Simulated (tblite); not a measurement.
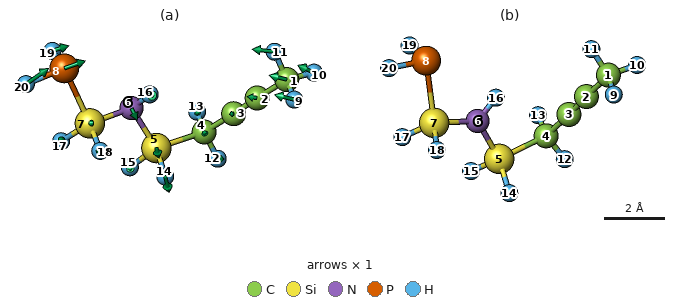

The structure of C₄H₁₂NPSi₂ before (left) and after (right) a relaxation, at one scale. The green arrows give the displacements, at their true length.

The picture is a ball-and-stick view, seen from a free direction.

Method: tblite 0.8.0, GFN2-xTB geometry optimisation, gas phase. 

What changed between the two?

After 139 geometry steps the energy has fallen by 10.5 kcal/mol. The atom that moves furthest after the best rigid fit is H20 (1.00 Å). By element the largest moves are H 1.00 Å, P 0.78 Å, C 0.65 Å, N 0.48 Å, Si 0.44 Å. Among the contacts that change: Si5–Si7 2.787 → 3.104 Å, N6–Si7 1.685 → 1.724 Å, Si7–P8 2.202 → 2.240 Å, C4–Si5 1.876 → 1.909 Å. Bond angles that change, for instance: Si5–N6–Si7 110.5° → 127.9°, Si7–N6–H16 108.6° → 115.9°, Si5–N6–H16 108.5° → 114.5°.
